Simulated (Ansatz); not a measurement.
Take MoTe2 in the 2H-MoS2 type structure (space group P6_3/mmc, No. 194; a = 3.5421 Å, c = 14.1819 Å; layered, stacked along the Cartesian z axis) as the base.

It is then changed as follows: an isotropic linear strain of −2.54 %, atoms relaxed at fixed cell.

Level of theory: plane-wave PAW DFT at the r2SCAN+rVV10 level (Ansatz, an electronic-structure program, 500 eV), no spin-orbit coupling.

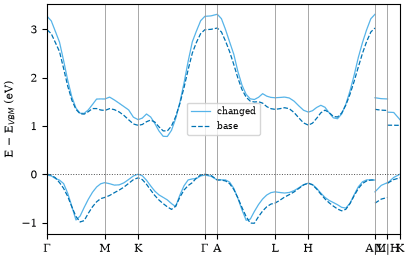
Figure: Highest valence and lowest conduction band along the path, each from its own valence-band maximum

### Question
Read the changed gap and its character from the plot.

### Answer
About 0.8 eV, indirect, K → K–Γ (44 % along).

Spin-orbit coupling, missing from the scalar runs, can matter with Te. Whether these cells are dynamically stable was not tested.
